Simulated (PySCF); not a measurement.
# C₂H₃F₃, SMILES `CC(F)(F)F`: electronic structure

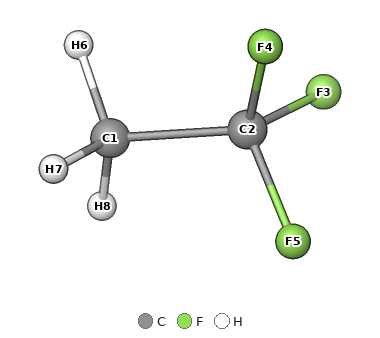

The molecule, with its atoms numbered as below. No frequency check shows the geometry to be a minimum.

Geometry (Å), atoms numbered from 1:

```
C1      -1.4872    0.0030    0.0011
C2       0.0203    0.0000    0.0001
F3       0.5320    0.5977   -1.0872
F4       0.5337    0.6409    1.0616
F5       0.5262   -1.2427    0.0246
H6      -1.8384    1.0332   -0.0178
H7      -1.8432   -0.4919    0.8987
H8      -1.8435   -0.5231   -0.8803
```

## 1. Bonding charge

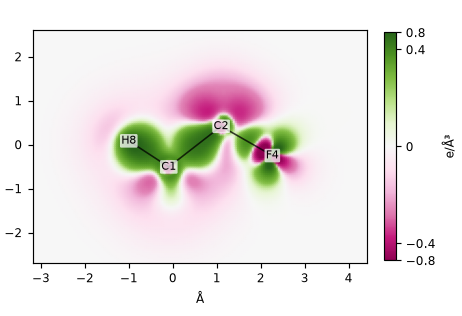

Deformation density (molecule less spherical, spin-averaged free atoms) in the plane of C1, C2, F4 and H8; colour scale in e/Å³, logarithmic beyond ±0.1; green: gain, pink: loss.

Computed with PySCF, PBE/def2-TZVP, geometry: GFN2-xTB.

How much density has each bond in this plane gained at its critical point, relative to the free atoms?

Answer. C1–H8: +0.69 e/Å³ at the bond critical point (bond length 1.09 Å, Mayer order 1.0). C1–C2: +0.55 e/Å³ at the bond critical point (bond length 1.51 Å, Mayer order 1.0). C2–F4: +0.14 e/Å³ at the bond critical point (bond length 1.34 Å, Mayer order 1.2). In all, 1.6 electrons gather in the regions of gain relative to the promolecule. A small or negative value marks a very polar bond, one between electron-rich atoms, whose free-atom densities already overlap strongly, a long bond to a heavier atom, or a closed-shell contact such as a hydrogen bond.

## 2. Bond critical points

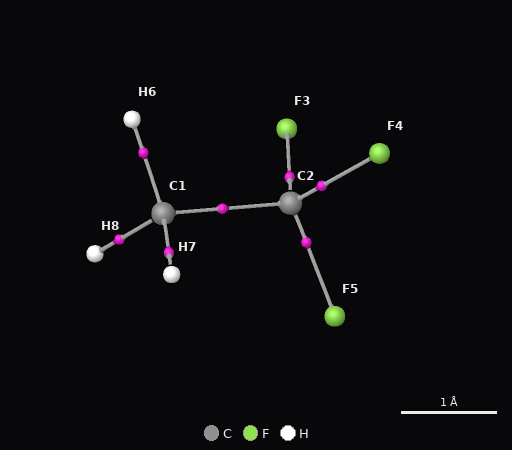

Molecular graph of the electron density (QTAIM): bond paths, bond critical points (magenta), ring points (cyan, if any); weak paths are dashed.

How many critical points of each kind are there, and does the count close?

Answer. 8 nuclei, 7 bond, 0 ring and 0 cage critical points: 8 − 7 + 0 − 0 = 1, as the Poincaré–Hopf relation requires.

Tabulate density, Laplacian, ellipticity and energy density at the bond critical points (atomic units).

Answer.
```tsv
bond	length (Å)	ρ (a.u.)	∇²ρ (a.u.)	ε	H (a.u.)
C2–F5 (3 alike)	1.342	0.285	−0.53	0.10	−0.438
C1–H7	1.085	0.280	−0.95	0.01	−0.280
C1–H8 (2 alike)	1.087	0.279	−0.94	0.01	−0.278
C1–C2	1.508	0.264	−0.69	0.00	−0.238
```

What kind of interaction is C1–H7?

Answer. Shared-shell (covalent): ρ = 0.280, ∇²ρ = −0.95, H = −0.280 a.u.

## 3. Local ionisation energy

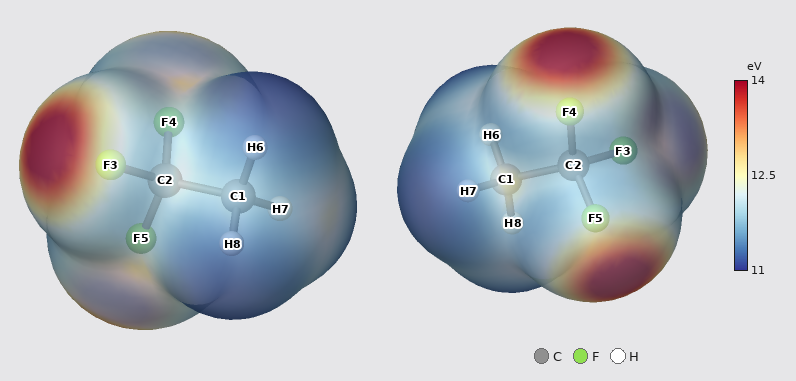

Average local ionisation energy on the surface of electron density 0.001 a.u. (back view left, front view right).

Where are the most loosely bound electrons on this surface?

Answer. The lowest value is 11.1 eV, 1.3 Å from H6, and at like points elsewhere. Further minima include 11.4 eV, 1.7 Å from F3, and at like points elsewhere. For comparison, the highest occupied orbital lies at −9.1 eV.

What volume does the surface enclose, and what is the dipole moment?

Answer. About 81 Å³; the dipole moment is 2.2 D.

## 4. In an electric field

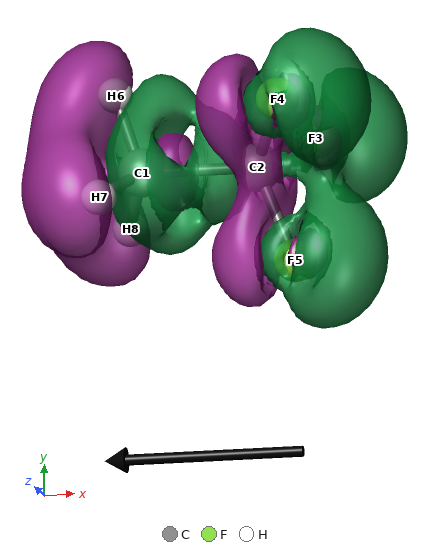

Change of the electron density in a uniform field of 0.21 V/Å along −x (arrow), surfaces at ±0.001 e/Å³ (green: gain, purple: loss).

Computed with PySCF, PBE/def2-TZVP, geometry: GFN2-xTB. A basis without diffuse functions makes polarisabilities too small.

The field was applied in both directions; the picture shows the one opposite to the script's first.

What dipole is induced, and what polarisability does it imply?

Answer. The induced dipole is 0.30 D (along the field); α along this axis, from the fields in both directions, is 29 bohr³ (4.3 Å³).

## 5. Removing or adding an electron

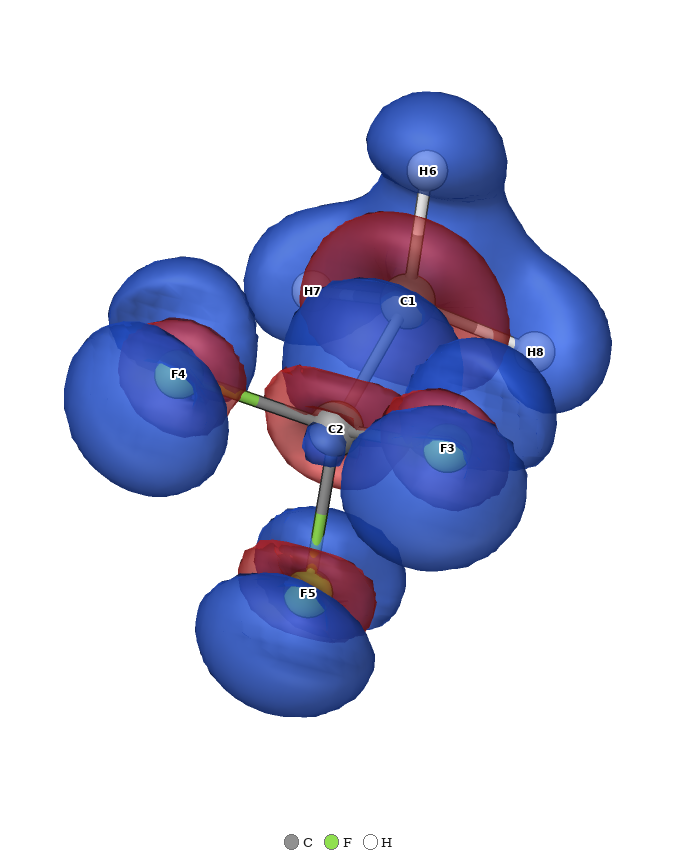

Fukui function f⁻ = ρ(N) − ρ(N−1) at fixed geometry, surfaces at ±0.03 e/Å³ (blue positive, red negative).

PySCF calculation, PBE/def2-TZVP, gas phase; geometry: GFN2-xTB.

Which atoms respond most to the removal of an electron?

Answer. f⁻ (Hirshfeld-condensed) is largest on F3, F4 and F5 (0.18 each) and C1 (0.14); the vertical ionisation energy is 12.86 eV (the stability of the cation's solution wasn't checked). Condensed values hint at sites of electrophilic attack but needn't mark the atom that reacts. Shares this close don't rank the sites. Orbital relaxation makes it negative in places (0.17 e in all).

| atom | f⁻ | charge |
| --- | --- | --- |
| C1 | +0.14 | −0.12 |
| C2 | +0.10 | +0.24 |
| F3 | +0.18 | −0.10 |
| F4 | +0.18 | −0.10 |
| F5 | +0.18 | −0.10 |
| H6 | +0.07 | +0.06 |
| H7 | +0.07 | +0.06 |
| H8 | +0.07 | +0.06 |
